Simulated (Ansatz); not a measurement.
The parent structure is GaAs in the zinc blende structure (space group F-43m, No. 216; a = 5.667 Å).

Now apply this change: a hydrostatic pressure of 4.2 GPa.

Computed with Kohn–Sham DFT with the r2SCAN functional, run in Ansatz (an electronic-structure program) with PAW and 500 eV plane waves, no spin-orbit coupling.

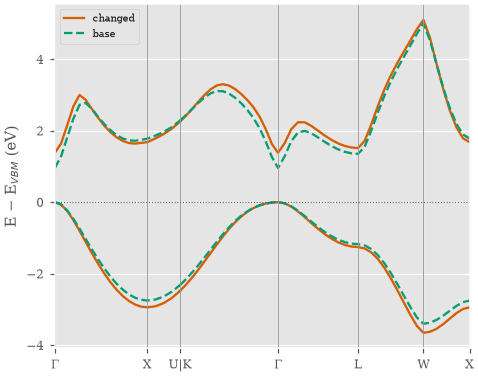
Figure. Highest valence and lowest conduction band along the path, each from its own valence-band maximum

Problem. From the figure, how large is the changed gap, and is it direct?

Solution. About 1.4 eV, direct at Γ.

Load acts through the strain it causes; cell and atoms are relaxed under it. Stability against distortions was not tested. Tetrahedral semiconductors of this kind turn to denser phases somewhere between about 1 and 50 GPa; those were not computed, so compressed cells here can lie past the real transition.
